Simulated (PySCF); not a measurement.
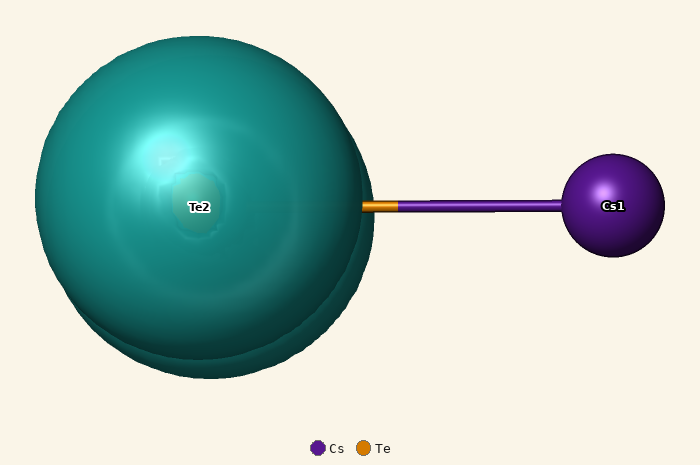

Figure. CsTe (doublet). Isosurfaces of the spin density (α minus β) at +0.015 (teal) and −0.015 e/Å³ (pink), seen from one side.

Core potentials replace the inner electrons of Cs and Te.

The calculation used PBE0/def2-SVP, non-relativistic Hamiltonian with scalar-relativistic core potentials where named, at a bond length of 3.510 Å (PySCF).

```xyz
2

Cs    0.0000    0.0000   -1.7350
Te    0.0000    0.0000    1.7750
```

> Describe the spin distribution.

The unpaired spin (1 electron) lies mostly on Te2 (about 1.0), in electrons by Hirshfeld's partition. Only one sign reaches the isovalue.
